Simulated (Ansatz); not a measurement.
# C3H6FN: basis-set convergence

Aim: see how fast density functionals converge with the basis set for C3H6FN.

The runs use Ansatz 0.2.0, Gaussian basis; one geometry, several basis sets.

Plan: PBE0-D4/def2-SVP; ωB97M-V/def2-SVP; PBE0-D4/def2-QZVPP; ωB97M-V/def2-QZVPP; the functionals' def2-TZVPP values are taken from earlier runs.

## Step 1: Structure used throughout

The geometry comes from an earlier relaxation with PBE0-D4 in a triple-zeta def2 set; it is a stationary point, not always the lowest conformer.

SMILES `CC/N=C\F`, 11 atoms, charge 0, spin multiplicity 1.

Atoms are counted from 1 here; the program's logs count them from 0.

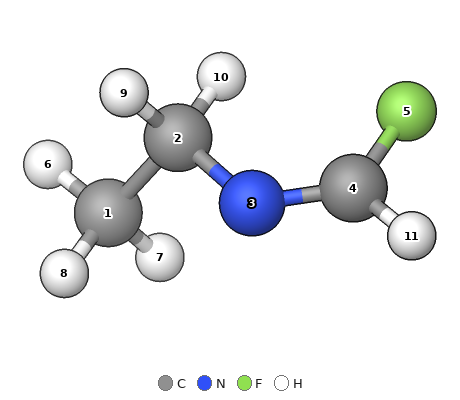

The geometry (carbon grey, nitrogen blue, fluorine green, hydrogen white); atoms are numbered from 1 in the order of the file.

## Step 2: PBE0-D4 in def2-SVP

in.yaml

```yaml
crystal:
  periodic: [false, false, false]
  atoms:
    - {symbol: C, position_ang: [-0.998129, 0.618653, 0.982300]}
    - {symbol: C, position_ang: [0.375890, 0.246582, 0.456539]}
    - {symbol: N, position_ang: [0.305314, -1.002526, -0.272905]}
    - {symbol: C, position_ang: [0.694972, -1.097077, -1.444692]}
    - {symbol: F, position_ang: [1.229349, -0.094699, -2.173737]}
    - {symbol: H, position_ang: [-0.937954, 1.518573, 1.597940]}
    - {symbol: H, position_ang: [-1.689112, 0.813911, 0.159509]}
    - {symbol: H, position_ang: [-1.410528, -0.191313, 1.586362]}
    - {symbol: H, position_ang: [1.052538, 0.079798, 1.300546]}
    - {symbol: H, position_ang: [0.791458, 1.063020, -0.142492]}
    - {symbol: H, position_ang: [0.651404, -2.011920, -2.028670]}
basis:
  gaussian: {orbitals: def2-SVP}
hamiltonian: {xc: pbe0, dispersion: d4}
output: {orbitals: {seedname: orbitals}}
```

The run is started by

```sh
ansatz run in.yaml --threads 4 --pin off --events-out ev --progress --plain --max-ram 10444MiB
```

The program printed:

```text
Functional definition: PBE0
  name "PBE0"
  cite "Adamo & Barone, J. Chem. Phys. 110, 6158 (1999) doi:10.1063/1.478522"
  cite "Perdew, Burke & Ernzerhof, Phys. Rev. Lett. 77, 3865 (1996) doi:10.1103/PhysRevLett.77.3865"
  parent pbe
  parameter a = 0.25
  parameter kappa = 0.804
  parameter beta = 0.06672455060314922
  exchange = (1 - a)*pbe_x(kappa = kappa, mu = beta*pi^2/3) + a*exact_x
  correlation = pbe_c(beta = beta)
1142 factors; their error is unknown
mean field evaluation 1: about -7395.6069 eV, gradient 5.0e1 eV
mean field evaluation 2: about -7389.5840 eV, gradient 7.2e1 eV
mean field evaluation 4: about -7401.5117 eV, gradient 3.2e0 eV
mean field evaluation 8: about -7401.5280 eV, gradient 9.4e-2 eV
mean field evaluation 16: about -7401.5131 eV, gradient 2.5e-5 eV
mean field -7401.51311553 eV, -272.0005900699 hartree, gradient 2.5e-5 eV, S^2 0.000000; 0 other end points of the search recorded, 0 dependent functions left out
reference -7401.51313943 eV, -272.0005909483 hartree; 20, 20 occupied and 80, 80 virtual orbitals, 1142 factors
Total energy: -7401.65686248 eV, -272.0058726730 hartree
```

It took 0.35 s on 4 threads of AMD EPYC 9R45, shared host.

## Step 3: ωB97M-V in def2-SVP

in.yaml: that of step 2 with these lines changed.

```diff
@@ -16,3 +16,3 @@
   gaussian: {orbitals: def2-SVP}
-hamiltonian: {xc: pbe0, dispersion: d4}
+hamiltonian: {xc: {name: wB97M-V}}
 output: {orbitals: {seedname: orbitals}}
```

Same command.

The program printed, cut to the lines that bear on the results:

```text
Functional definition: wB97M-V
  name "wB97M-V"
  cite "Mardirossian & Head-Gordon, J. Chem. Phys. 144, 214110 (2016) doi:10.1063/1.4952647"
  cite "Becke, J. Chem. Phys. 107, 8554 (1997) doi:10.1063/1.475007"
  cite "Vydrov & Van Voorhis, J. Chem. Phys. 133, 244103 (2010) doi:10.1063/1.3521275"
  # Of w^i u^j: cxij and so on, Table III.
[...]
  gx(w, u) = 1 - cx + cx01*u + cx10*w
  gss(w, u) = css00 + css04*u^4 + css10*w + css20*w^2 + css43*w^4*u^3
  gos(w, u) = cos00 + cos10*w + (cos20 + cos21*u)*w^2 + (cos60 + cos61*u)*w^6
[...]
      + integral(e_c_pw_mod_opposite_spin*gos(b97_w_opposite, b97_u_opposite)) + vv10(b, c)
1142 factors; their error is unknown
262 factors; integrals over basis functions are off by at most 9.7e-6 eV
[...]
mean field -7406.56460753 eV, -272.1862289768 hartree, gradient 9.5e-6 eV, S^2 0.000000; 0 other end points of the search recorded, 0 dependent functions left out
reference -7406.56464437 eV, -272.1862303307 hartree; 20, 20 occupied and 80, 80 virtual orbitals, 1142 factors
Total energy: -7406.56464437 eV, -272.1862303307 hartree
```

Wall time 1.1 s (4 threads of AMD EPYC 9R45, shared host).

## Step 4: PBE0-D4 in def2-QZVPP

in.yaml: that of step 3 with these lines changed.

```diff
@@ -15,4 +15,4 @@
 basis:
-  gaussian: {orbitals: def2-SVP}
-hamiltonian: {xc: {name: wB97M-V}}
+  gaussian: {orbitals: "def2-QZVPP.json"}
+hamiltonian: {xc: pbe0, dispersion: d4}
 output: {orbitals: {seedname: orbitals}}
```

Same command.

The program printed:

```text
Functional definition: PBE0
  name "PBE0"
  cite "Adamo & Barone, J. Chem. Phys. 110, 6158 (1999) doi:10.1063/1.478522"
  cite "Perdew, Burke & Ernzerhof, Phys. Rev. Lett. 77, 3865 (1996) doi:10.1103/PhysRevLett.77.3865"
  parent pbe
  parameter a = 0.25
  parameter kappa = 0.804
  parameter beta = 0.06672455060314922
  exchange = (1 - a)*pbe_x(kappa = kappa, mu = beta*pi^2/3) + a*exact_x
  correlation = pbe_c(beta = beta)
1255 factors; their error is unknown
mean field evaluation 1: about -7401.2236 eV, gradient 6.5e1 eV
mean field evaluation 2: about -7390.2244 eV, gradient 9.3e1 eV
mean field evaluation 4: about -7410.4028 eV, gradient 5.5e0 eV
mean field evaluation 8: about -7410.4517 eV, gradient 2.3e-1 eV
mean field evaluation 16: about -7410.4539 eV, gradient 2.4e-4 eV
mean field -7410.45385952 eV, -272.3291563512 hartree, gradient 2.5e-5 eV, S^2 0.000000; 0 other end points of the search recorded, 0 dependent functions left out
reference -7410.45389641 eV, -272.3291577072 hartree; 20, 20 occupied and 445, 445 virtual orbitals, 1255 factors
Total energy: -7410.59761946 eV, -272.3344394318 hartree
```

Wall time 2.2 s (4 threads of AMD EPYC 9R45, shared host); peak memory 1.4 GiB.

## Step 5: ωB97M-V in def2-QZVPP

in.yaml: that of step 4 with these lines changed.

```diff
@@ -16,3 +16,3 @@
   gaussian: {orbitals: "def2-QZVPP.json"}
-hamiltonian: {xc: pbe0, dispersion: d4}
+hamiltonian: {xc: {name: wB97M-V}}
 output: {orbitals: {seedname: orbitals}}
```

Same command.

The program printed, cut to the lines that bear on the results:

```text
Functional definition: wB97M-V
  name "wB97M-V"
  cite "Mardirossian & Head-Gordon, J. Chem. Phys. 144, 214110 (2016) doi:10.1063/1.4952647"
  cite "Becke, J. Chem. Phys. 107, 8554 (1997) doi:10.1063/1.475007"
  cite "Vydrov & Van Voorhis, J. Chem. Phys. 133, 244103 (2010) doi:10.1063/1.3521275"
  # Of w^i u^j: cxij and so on, Table III.
[...]
  gx(w, u) = 1 - cx + cx01*u + cx10*w
  gss(w, u) = css00 + css04*u^4 + css10*w + css20*w^2 + css43*w^4*u^3
  gos(w, u) = cos00 + cos10*w + (cos20 + cos21*u)*w^2 + (cos60 + cos61*u)*w^6
[...]
      + integral(e_c_pw_mod_opposite_spin*gos(b97_w_opposite, b97_u_opposite)) + vv10(b, c)
1255 factors; their error is unknown
339 factors; integrals over basis functions are off by at most 9.9e-6 eV
[...]
mean field -7415.82912922 eV, -272.5266938691 hartree, gradient 5.0e-5 eV, S^2 0.000000; 0 other end points of the search recorded, 0 dependent functions left out
reference -7415.82918709 eV, -272.5266959962 hartree; 20, 20 occupied and 445, 445 virtual orbitals, 1255 factors
Total energy: -7415.82918709 eV, -272.5266959962 hartree
```

It took 4.7 s on 4 threads of AMD EPYC 9R45, shared host; peak memory 1.7 GiB.

## Step 6: Functionals by basis

The def2-TZVPP values come from earlier runs at the same geometry.

```tsv
functional	basis	functions	energy (eV)	from the largest (eV)	HOMO (eV)	LUMO (eV)
PBE0-D4	def2-SVP	100	-7401.6569	8.941	-7.82	0.32
PBE0-D4	def2-TZVPP	239	-7410.1968	0.401	-7.99	0.09
PBE0-D4	def2-QZVPP	465	-7410.5976	0.000	-8.02	0.00
ωB97M-V	def2-SVP	100	-7406.5646	9.265	-10.18	2.65
ωB97M-V	def2-TZVPP	239	-7415.4428	0.386	-10.38	2.28
ωB97M-V	def2-QZVPP	465	-7415.8292	0.000	-10.41	1.92
```

## Step 7: What came out

| quantity | value |
| --- | --- |
| PBE0-D4: double and triple zeta above quadruple | 8.94, 0.40 eV |
| ωB97M-V: double and triple zeta above quadruple | 9.26, 0.39 eV |

What this shows: PBE0-D4 gains 8.54 eV from double to triple zeta, then 0.40 eV more. These are total energies; as a rule much of such shifts cancels in differences, which this series doesn't test. The LUMO of ωB97M-V is positive and keeps falling with the basis (2.65 to 1.92 eV): an unbound level that the basis holds in place.

For PBE0-D4 the largest set took about 6 times as long as the smallest (2.2 s against 0.35 s).
